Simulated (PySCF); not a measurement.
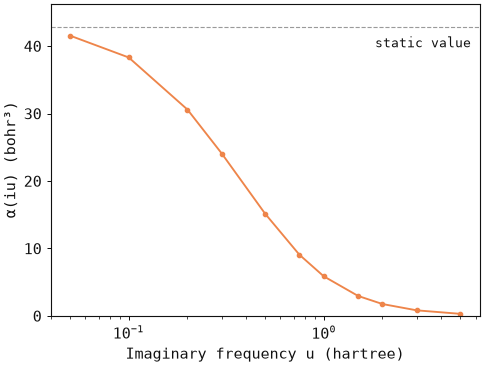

Fig. 1: Dipole polarisability at imaginary frequency of Se⁻ ([Ar] 3d¹⁰ 4s² 4p⁵). Coupled response at the HF level; PySCF, aug-cc-pVDZ-DK, spin-free X2C-1e, unrestricted single determinants, no spin-orbit coupling. The static dipole polarisability is 42.9 bohr³; α(iu) falls to half of it near u = 0.35 hartree. The Casimir–Polder integral gives C₆ = 479 hartree bohr⁶ for two such species.

## Atomic calculation for Se⁻

System: Se⁻, configuration 1s2 2s2 2p6 3s2 3p6 3d10 4s2 4p5, multiplicity 2.
Method: unrestricted HF, aug-cc-pVDZ-DK, spin-free X2C-1e, Gaussian nucleus (PySCF).

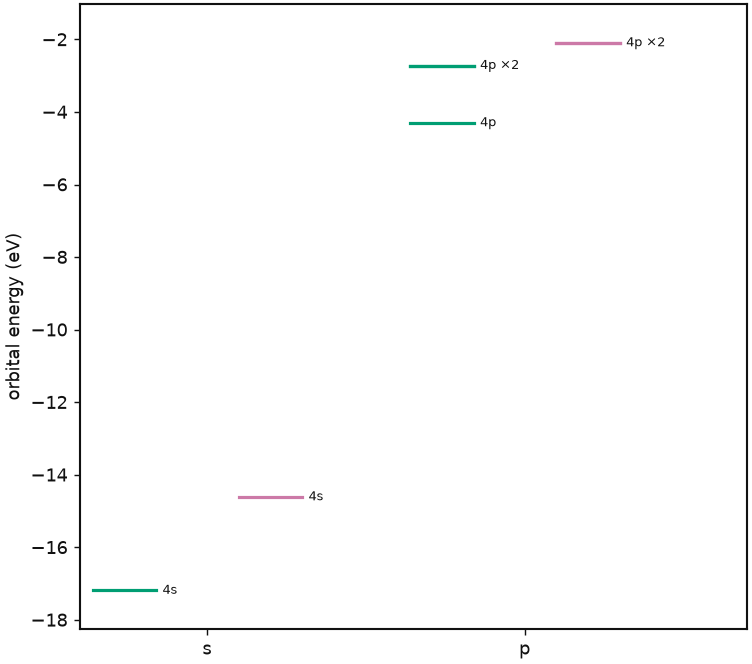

Fig. 2: Orbital energies of the mean field, from the top down to −17.2 eV, by angular momentum, α spin at the left of each column and β at the right; ×n counts the orbitals under one label. The highest filled orbital is 4p β at −2.09 eV, the lowest empty one p β at 5.59 eV.

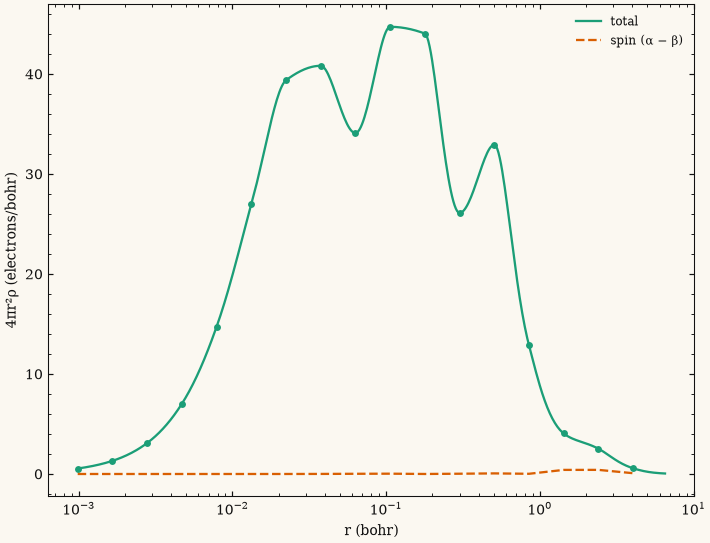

Fig. 3: Spherically averaged radial density 4πr²ρ of the mean field and its spin part; markers are the stored points, which are sparse, and the line is a monotone interpolation between them. The largest stored value is 44.7 electrons/bohr at r = 0.11 bohr. Root-mean-square radii of the shells: 2s 0.212, 3s 0.612, 3p 0.636, 3d 0.697, 4s 2.04, 4p 2.84 bohr.

These pictures come from the run below.

The input:
```python
from pyscf import gto, scf, dft, mp, cc
import basis_set_exchange as bse
mol = gto.M(atom="Se 0 0 0", charge=-1, spin=1, symmetry="D2h",
            basis=gto.basis.parse(bse.get_basis("aug-cc-pVDZ-DK", elements=["Se"], fmt="nwchem")),
            nucmod="G")
mf = scf.UHF(mol).sfx2c1e()
mf.irrep_nelec = {'Ag': (6, 6), 'B1g': (1, 1), 'B2g': (1, 1), 'B3g': (1, 1), 'B1u': (3, 3), 'B2u': (3, 3), 'B3u': (3, 2)}
mf.kernel()
```

The script is an equivalent of what the driver set up; the driver started from orbitals of its own, so the log can be shorter than this script's would be, and it computed the properties (radii, ⟨L²⟩, response) afterwards. It held the occupations shell by shell, which the script's counts by irreducible representation don't always enforce.

The program's output (extracts):
```
damping factor = 0
level_shift factor = 0
DIIS = <class 'pyscf.scf.diis.CDIIS'>
diis_start_cycle = 1
diis_space = 10
diis_damp = 0
SCF conv_tol = 1e-09
SCF conv_tol_grad = None
number electrons alpha = 18  beta = 17
cycle= 1 E= -2427.9961413574  delta_E= -0.0026  |g|= 0.0172  |ddm|= 0.0483
cycle= 2 E= -2427.99642058484  delta_E= -0.000279  |g|= 0.00592  |ddm|= 0.0168
cycle= 3 E= -2427.99646664825  delta_E= -4.61e-05  |g|= 0.001  |ddm|= 0.0128
cycle= 4 E= -2427.99647078274  delta_E= -4.13e-06  |g|= 0.000515  |ddm|= 0.00618
cycle= 5 E= -2427.99647195247  delta_E= -1.17e-06  |g|= 0.000214  |ddm|= 0.00411
cycle= 6 E= -2427.99647216516  delta_E= -2.13e-07  |g|= 5.87e-05  |ddm|= 0.00211
cycle= 7 E= -2427.99647217871  delta_E= -1.35e-08  |g|= 4.97e-06  |ddm|= 0.000609
cycle= 8 E= -2427.99647217877  delta_E= -5.55e-11  |g|= 5.81e-07  |ddm|= 3.69e-05
converged SCF energy = -2427.99647217877  <S^2> = 0.75908604  2S+1 = 2.0090655
```

Summary:

| quantity | value |
| --- | --- |
| outcome | converged |
| total energy | −2427.9965 hartree |
| ⟨S²⟩ | 0.759 |
| ⟨L²⟩ | 2.03 |
| static polarisability | 42.9 bohr³ |
| C₆ of the like pair | 479 hartree bohr⁶ |
| SCF iterations | 8 |
| hardware | 1 CPU thread, shared host |
| CPU time | 0.73 s (integrals apart) |
